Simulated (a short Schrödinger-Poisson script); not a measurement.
Structure: symmetric double-gate stack, SiO2 on p-type Ge(111), at 150 K.

| layer | material | thickness (nm) | Na (cm⁻³) |
|---|---|---|---|
| 1 | SiO2 | 1.2 | - |
| 2 | Ge | 10 | 5e17 |
| 3 | SiO2 | 1.2 | - |

Constants are typed, rounded textbook-type inputs, not results; the design itself was drawn at random and stands for no fabricated device. SiO2: permittivity 3.9, conduction-band edge (eV) 3.1, gap (eV) 9, electron mass (mₑ) 0.5. Ge: permittivity 16, conduction-band edge (eV) 0, gap (eV) 0.664, Nv at 300 K (cm⁻³) 6e18.

Channel valleys (confinement mass, in-plane density-of-states mass, number): L1 1.59, 0.08, 1; L3 0.09, 0.34, 3. At the gates, both at one voltage, the conduction-band edge of layer 1 lies 3.19 eV − eVg above the Fermi level of the channel. Gaps are held at their typed values at every temperature. Mesh 0.03 nm at interfaces.

From a short Schrödinger-Poisson script (our own, NumPy): 1D Poisson equation in equilibrium, electrons quantum, Hartree (BenDaniel-Duke, 12 states a valley, the channel's in-plane mass for all, wave functions ending at the dielectric), parabolic valleys, classical holes, full ionisation, no traps, pinning or gate leakage.

Only gate voltages with over 1e8 electrons/cm² are shown.

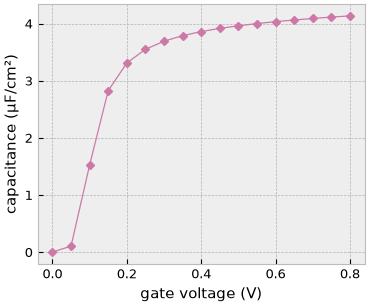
Quasi-static capacitance against gate voltage

| Vg (V) | electrons (cm⁻²) | C (μF/cm²) | L1 E0 (meV) | L1 E1 (meV) | L3 E0 (meV) | L3 E1 (meV) |
|---|---|---|---|---|---|---|
| 0 | 1.86e8 | < 0.003 | 112.4 | 118.4 | 151.8 | 276.1 |
| 0.05 | 8.65e9 | 0.108 | 62.7 | 68.7 | 102.2 | 226.4 |
| 0.1 | 2.08e11 | 1.53 | 21.1 | 26.6 | 60.7 | 184.4 |
| 0.15 | 9.19e11 | 2.83 | 0.2 | 4.1 | 40.4 | 162.3 |
| 0.2 | 1.89e12 | 3.31 | -11.7 | -9.5 | 30.0 | 149.8 |
| 0.25 | 2.96e12 | 3.55 | -21.2 | -20.0 | 23.1 | 140.8 |
| 0.3 | 4.09e12 | 3.69 | -29.8 | -29.2 | 18.0 | 133.6 |
| 0.35 | 5.26e12 | 3.79 | -38.1 | -37.8 | 13.9 | 127.4 |
| 0.4 | 6.45e12 | 3.86 | -46.2 | -46.1 | 10.4 | 121.8 |
| 0.45 | 7.67e12 | 3.92 | -54.1 | -54.1 | 7.3 | 116.8 |
| 0.5 | 8.90e12 | 3.96 | -62.0 | -61.9 | 4.6 | 112.2 |
| 0.55 | 1.01e13 | 4.00 | -69.7 | -69.7 | 2.1 | 107.8 |
| 0.6 | 1.14e13 | 4.04 | -77.4 | -77.3 | -0.1 | 103.7 |
| 0.65 | 1.27e13 | 4.07 | -85.0 | -84.9 | -2.3 | 99.8 |
| 0.7 | 1.39e13 | 4.09 | -92.5 | -92.5 | -4.2 | 96.0 |
| 0.75 | 1.52e13 | 4.12 | -100.0 | -100.0 | -6.1 | 92.4 |
| 0.8 | 1.65e13 | 4.14 | -107.4 | -107.4 | -7.9 | 88.9 |

Subbands count from the Fermi level. The capacitance is that of both gates.

Only the L valleys are kept; under strong confinement the Δ valleys of Ge fill too.
